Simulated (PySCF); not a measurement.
# C5H7NSSi: electronic excitations

Aim: predict the electronic excitations of C5H7NSSi (`[H]/N=C\C#C[C@@H]1CS[SiH2]1`).

The runs use PySCF 2.14.0, with density-fitted response routines of our own; the level of theory stands in each step. All values are computed, except where a source is named. Atoms count from 0, in the outputs and in this text.

## 1. Starting geometry

15 atoms, charge 0, multiplicity 1; geometry from: GFN2-xTB.

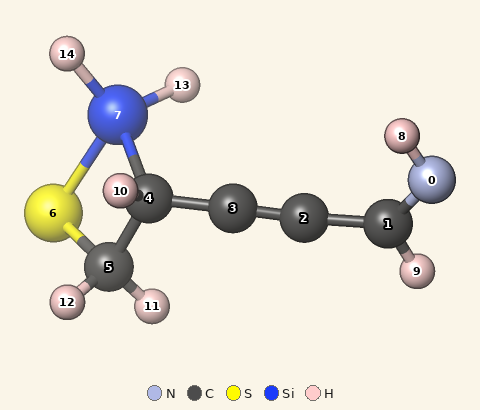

As it starts; nitrogen light blue, carbon dark grey, sulfur yellow, silicon blue, hydrogen pink, atoms numbered.

## 2. Ultraviolet spectrum: PBE0/def2-SVPD

Job settings and geometry (Å):

```
{"job": {"kind": "uv", "xc": "PBE0", "basis": "def2-SVPD", "nstates": 8, "ntriplets": 3}, "charge": 0, "multiplicity": 1}
N      3.906518     0.011410    -0.412525
C      2.841347    -0.232724    -1.044821
C      1.530278    -0.296772    -0.517233
C      0.457638    -0.344903     0.036028
C     -0.855602    -0.351662     0.602474
C     -1.946467    -0.858564    -0.355630
S     -3.205681     0.482808    -0.268933
Si    -1.641901     1.387772     0.891704
H      3.779934     0.172175     0.586697
H      2.930959    -0.410879    -2.114146
H     -0.843955    -0.941281     1.523023
H     -1.596331    -0.942349    -1.382815
H     -2.399707    -1.800018    -0.052647
H     -0.956433     2.476264     0.211786
H     -2.005012     1.656713     2.275126
```

Level: TDDFT PBE0/def2-SVPD, vertical, gas phase, core orbitals frozen in the response.

Started as:

```console
> OMP_NUM_THREADS=1 python probes_run.py task.json out
```

One launch serves the whole session: the jobs run in the order shown.

Standard output:

```text
coarse grid: 14080 points
cycle   1  E = -936.0089376729  dE =  1.115e+00  |g| = 4.281e-01  |ddm| = 1.012e+01
cycle   2  E = -935.9685476607  dE =  4.039e-02  |g| = 6.045e-01  |ddm| = 3.931e+00
cycle   3  E = -936.0550818934  dE = -8.653e-02  |g| = 1.414e-01  |ddm| = 1.854e+00
cycle   4  E = -936.0598708351  dE = -4.789e-03  |g| = 4.459e-02  |ddm| = 4.093e-01
cycle   5  E = -936.0603425709  dE = -4.717e-04  |g| = 2.015e-02  |ddm| = 1.267e-01
cycle   6  E = -936.0604345083  dE = -9.194e-05  |g| = 6.874e-03  |ddm| = 4.346e-02
cycle   7  E = -936.0604465879  dE = -1.208e-05  |g| = 1.157e-03  |ddm| = 2.141e-02
cycle   8  E = -936.0604469601  dE = -3.722e-07  |g| = 3.005e-04  |ddm| = 4.451e-03
final grid: 128312 points
cycle   9  E = -936.1651552248  dE = -2.450e-05  |g| = 7.958e-03  |ddm| = 1.463e-01
cycle  10  E = -936.1651417377  dE =  1.349e-05  |g| = 1.064e-02  |ddm| = 5.075e-02
cycle  11  E = -936.1651716068  dE = -2.987e-05  |g| = 1.824e-03  |ddm| = 2.747e-02
cycle  12  E = -936.1651724486  dE = -8.417e-07  |g| = 4.955e-04  |ddm| = 3.779e-03
cycle  13  E = -936.1651725080  dE = -5.947e-08  |g| = 1.291e-04  |ddm| = 1.135e-03
cycle  14  E = -936.1651725117  dE = -3.633e-09  |g| = 5.274e-05  |ddm| = 4.246e-04
cycle  15  E = -936.1651725123  dE = -6.607e-10  |g| = 2.586e-05  |ddm| = 1.907e-04
converged SCF energy = -936.1651725123

Static polarisability (au): isotropic 115.991, principal 83.135 99.751 165.086

Singlet excitations
state   eV       nm        f      main configurations
  1   4.5533    272.3   0.00568   H-2->L 0.92
  2   4.7924    258.7   0.00825   H->L 0.77, H->L+1 0.10
  3   5.0554    245.3   0.00523   H->L+1 0.79, H->L+2 0.14
  4   5.2026    238.3   0.01368   H-3->L 0.83
  5   5.2242    237.3   0.25142   H-1->L 0.73
  6   5.4206    228.7   0.00204   H->L+2 0.68, H->L 0.14, H->L+1 0.09
  7   5.6193    220.6   0.02666   H-1->L+1 0.87
  8   5.7786    214.6   0.00596   H-1->L+2 0.80, H-1->L+1 0.08

Triplet excitations (Tamm-Dancoff, eV): 3.6261 3.7880 4.5515
```

It took 51 s on 1 thread of Arm Neoverse V1, shared host; peak memory 0.92 GiB.

Frontier orbitals and where they lie:

```
orbital     eV                        atoms
 HOMO−3  -8.24    C2 26 %, C3 23 %, C1 11 %
 HOMO−2  -7.73    N0 56 %, C2 11 %, C3 10 %
 HOMO−1  -7.45    C2 23 %, C3 21 %, N0 15 %
   HOMO  -7.14    S6 67 %, C5 10 %, Si7 9 %
   LUMO  -1.40    N0 26 %, C1 22 %, C3 15 %
 LUMO+1  -0.81  Si7 36 %, S6 20 %, H14 10 %
 LUMO+2  -0.42   S6 33 %, Si7 15 %, C5 10 %
```

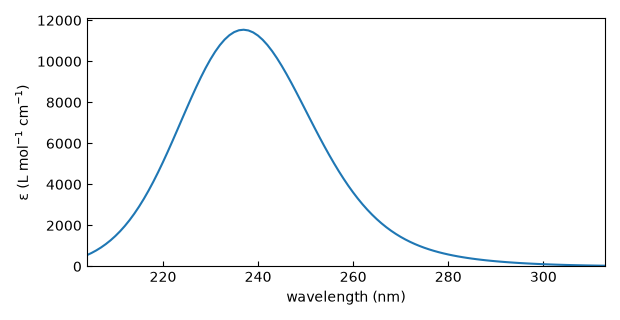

Absorption spectrum: each of the 8 states is a Gaussian band of 0.4 eV half-width at 1/e. Beyond the last state computed it falls off for lack of states.

Further results of this job:

```
           property  computed
  dipole moment (D)      2.39
polarisability (Å³)     17.19
 HOMO–LUMO gap (eV)      5.74
      −ε(HOMO) (eV)      7.14
```

## 3. Results

```
                                quantity                        value
         lowest singlet (PBE0/def2-SVPD)  4.55 eV (272 nm), f = 0.006
brightest single state of those computed  state 5, 5.22 eV, f = 0.251
                          lowest triplet                      3.63 eV
```

In words: The first singlet state (HOMO−2→LUMO 0.92) lies at 4.55 eV and is weak; of the 8 states computed, the strongest absorption comes from state 5 at 5.22 eV. The lowest triplet lies 0.93 eV below the lowest singlet (triplets in Tamm-Dancoff, singlets in full TDDFT).
